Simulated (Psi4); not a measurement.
# BNH5Cl (SMILES [NH3+][BH2-]Cl): r2SCAN/aug-cc-pVDZ

What is the vertical electron affinity of BNH5Cl at r2SCAN/aug-cc-pVDZ? 

Program for the calculation: Psi4 1.11.

2 further runs of the same task are left out: 1 that didn't finish, 1 set aside as unsound or not needed.

## 1. The system as given

BNH5Cl: 8 atoms, total charge 0, spin state singlet. SMILES: `[NH3+][BH2-]Cl`. The coordinates come from a GFN2-xTB relaxation.

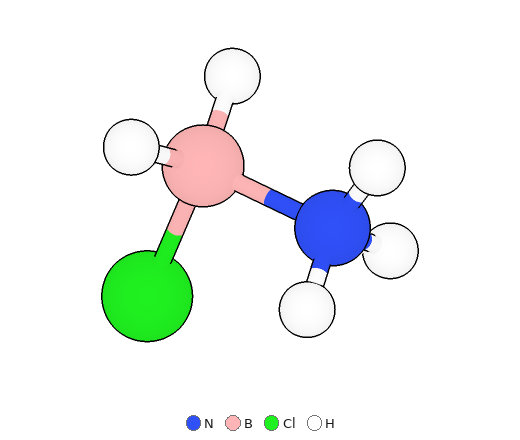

The structure, seen from a chosen angle (nitrogen blue, boron pink, chlorine green, hydrogen white).

## 2. Energy and gradient at r2SCAN/aug-cc-pVDZ

Input file bclh5n.dat:

```
memory 1.6 GB

molecule {
  N
  B 1 1.636824
  Cl 2 1.840925 1 101.07868
  H 1 1.017048 2 107.39979 3 58.44506
  H 1 1.016998 4 108.43888 2 115.69622
  H 1 1.01603 5 110.68724 4 -121.49938
  H 2 1.183501 1 108.04497 6 -63.07638
  H 2 1.183704 7 116.29602 1 -121.6547
  units angstrom
  symmetry c1
  no_reorient
  no_com
}

set basis aug-cc-pVDZ
set puream true
set e_convergence 1e-09
set d_convergence 1e-08
set scf_type pk
set dft_radial_points 99
set dft_spherical_points 590

e, wfn = gradient('r2scan', return_wfn=True)
oeprop(wfn, 'DIPOLE', 'LOWDIN_CHARGES', 'MULLIKEN_CHARGES')
```

Launch:

```console
$ psi4 bclh5n.dat bclh5n.out -n 1
```

bclh5n.out:

```text
[...]
  Running in c1 symmetry.
[...]
  Nuclear repulsion =   99.933953819904971
[...]
  Multiplicity = 1
[...]
  Nalpha       = 17
  Nbeta        = 17
[...]
    Number of basis functions: 118
[...]
   @RKS iter   1:  -542.43956328822287   -1.14681e-01   7.15135e-03 DIIS/ADIIS
[...]
   @RKS iter  11:  -542.79984973443618   -4.74074e-11   7.67440e-09 DIIS
[...]
  @RKS Final Energy:  -542.79984973443618
   => Energetics <=
    Nuclear Repulsion Energy =             99.9339538199049713
    One-Electron Energy =                -944.6835732815964093
    Two-Electron Energy =                 343.0025943045736767
    DFT Exchange-Correlation Energy =     -41.0528245773184750
    Empirical Dispersion Energy =           0.0000000000000000
    VV10 Nonlocal Energy =                  0.0000000000000000
    Total Energy =                       -542.7998497344361795
[...]
  -Total Gradient:
     Atom            X                  Y                   Z
    ------   -----------------  -----------------  -----------------
       1        0.000138422849    -0.002291529703    -0.010406510327
       2        0.000128014607     0.002287025457     0.007141114316
       3       -0.000018860255     0.014751905472    -0.004978848648
       4        0.001125934960     0.000115412698     0.003984363785
       5       -0.001201912919     0.000053536137     0.004076431867
       6       -0.000072370735    -0.001689358581     0.003574188655
       7       -0.010937648748    -0.007125001241    -0.001604111047
       8        0.010837895337    -0.007131921931    -0.001559348186
[...]
 Multipole Moments:
 ------------------------------------------------------------------------------------
     Multipole            Electronic (a.u.)      Nuclear  (a.u.)        Total (a.u.)
 ------------------------------------------------------------------------------------
 L = 1.  Multiply by 2.5417464519 to convert [e a0] to [Debye]
 Dipole X            :          0.0006814           -0.0008767           -0.0001953
 Dipole Y            :         -4.3498011            5.2197647            0.8699636
 Dipole Z            :          2.3567903           -4.4815446           -2.1247542
 Magnitude           :                                                    2.2959567
[...]
  Mulliken Charges: (a.u.)
   Center  Symbol    Alpha    Beta     Spin     Total
       1     N     3.51024  3.51024  0.00000 -0.02048
       2     B     2.89981  2.89981  0.00000 -0.79961
       3    CL     8.74558  8.74558  0.00000 -0.49116
       4     H     0.45672  0.45672  0.00000  0.08655
       5     H     0.45681  0.45681  0.00000  0.08637
       6     H     0.48594  0.48594  0.00000  0.02812
       7     H     0.22222  0.22222  0.00000  0.55556
       8     H     0.22268  0.22268  0.00000  0.55465
   Total alpha = 17.00000, Total beta = 17.00000, Total charge =  0.00000
[...]
```

Wall time 1.9 min (1 thread of Intel Xeon Platinum 8259CL at 2.50GHz (Skylake/Cascade Lake), shared host); peak memory 0.8 GiB.

## 3. The doublet anion

Input file job.in:

```
memory 1600 mb

molecule molecule1 {
  -1 2
  N     -0.77112164     1.14360556    -0.77667744
  B      0.54444899    -0.95752423     1.07321326
  Cl     2.53903602    -2.68726614    -1.19217152
  H     -1.71275327     0.18827341    -2.15309725
  H      0.64507691     2.15158547    -1.59634614
  H     -1.96548524     2.30482337     0.17806889
  H      1.79185721     0.12886042     2.57841791
  H     -1.07107787    -2.27235787     1.88863008
  units bohr
  symmetry c1
}

set basis aug-cc-pVDZ
set reference uks
set puream true
set e_convergence 1e-09
set d_convergence 1e-08
set scf_type pk
set dft_radial_points 99
set dft_spherical_points 590
set maxiter 200

E, wfn = gradient('r2scan', return_wfn=True)
```

Launch:

```console
$ psi4 job.in job.out -n 1
```

job.out, shortened:

```text
[...]
  Running in c1 symmetry.
[...]
  Nuclear repulsion =   99.933964209433810
[...]
  Multiplicity = 2
[...]
  Nalpha       = 18
  Nbeta        = 17
[...]
    Number of basis functions: 118
[...]
   @UKS iter   1:  -542.04077990354369    2.84103e-01   9.02125e-03 ADIIS/DIIS
[...]
   @UKS iter  15:  -542.79844059323000   -2.50111e-12   3.05714e-09 DIIS
[...]
   @S^2 Observed:                7.502517497E-01
[...]
  @UKS Final Energy:  -542.79844059323000
   => Energetics <=
    Nuclear Repulsion Energy =             99.9339642094338103
    One-Electron Energy =                -949.3125415569246570
    Two-Electron Energy =                 347.7330389011799525
    DFT Exchange-Correlation Energy =     -41.1529021469191889
    Empirical Dispersion Energy =           0.0000000000000000
    VV10 Nonlocal Energy =                  0.0000000000000000
    Total Energy =                       -542.7984405932299978
[...]
 Multipole Moments:
 ------------------------------------------------------------------------------------
     Multipole            Electronic (a.u.)      Nuclear  (a.u.)        Total (a.u.)
 ------------------------------------------------------------------------------------
 L = 1.  Multiply by 2.5417464519 to convert [e a0] to [Debye]
 Dipole X            :          6.4832303           -4.5216115            1.9616188
 Dipole Y            :         -7.3710026            4.9940650           -2.3769376
 Dipole Z            :         -1.2623988            1.3944597            0.1320609
 Magnitude           :                                                    3.0846752
[...]
  -Total Gradient:
     Atom            X                  Y                   Z
    ------   -----------------  -----------------  -----------------
       1       -0.012396739590     0.019961687894    -0.017386838430
       2        0.010549201746    -0.015110536710     0.009479467478
       3       -0.015418313866     0.015425545476     0.010262213411
       4        0.008399014429    -0.002030045950     0.007831026566
       5       -0.001324745389    -0.010290007338     0.005497021599
       6        0.008269861989    -0.009948717595    -0.000213473621
       7       -0.007000290914    -0.006087291531    -0.010068130553
       8        0.009452025804     0.007644433525    -0.006092555929
[...]
```

It took 3.3 min on 1 thread of Intel Xeon Platinum 8259CL at 2.50GHz (Skylake/Cascade Lake), shared host; peak memory 0.81 GiB.

## 4. What came out

Level: r2SCAN/aug-cc-pVDZ.

| quantity | value |
| --- | --- |
| singlet BNH5Cl: total energy | -542.79985 Eh |
| singlet BNH5Cl: dipole moment | 5.84 D |
| singlet BNH5Cl: HOMO energy | -6.22 eV |
| singlet BNH5Cl: LUMO energy | -0.77 eV |
| singlet BNH5Cl: HOMO–LUMO gap | 5.45 eV |
| singlet BNH5Cl: largest force on an atom | 0.801 eV/Å |
| doublet anion: total energy | -542.79844 Eh |
| doublet anion: HOMO energy (highest over α and β) | 1.48 eV |
| doublet anion: LUMO energy (lowest over α and β) | 2.07 eV |
| doublet anion: ⟨S²⟩ | 0.750 |
| doublet anion: largest force on an atom | 1.503 eV/Å |
| vertical electron affinity (to the doublet anion) | -0.038 eV |

**Reading.** The anion lies 0.04 eV (0.9 kcal/mol) above the neutral: the electron isn't bound at this level, and such a value depends on the basis. The largest force (singlet BNH5Cl) is 0.80 eV/Å: the shape isn't a stationary point for this species at this level. The HOMO (doublet anion) lies at positive energy, 1.48 eV, as semi-local functionals often give for anions; only total energies tell whether the electron is bound.
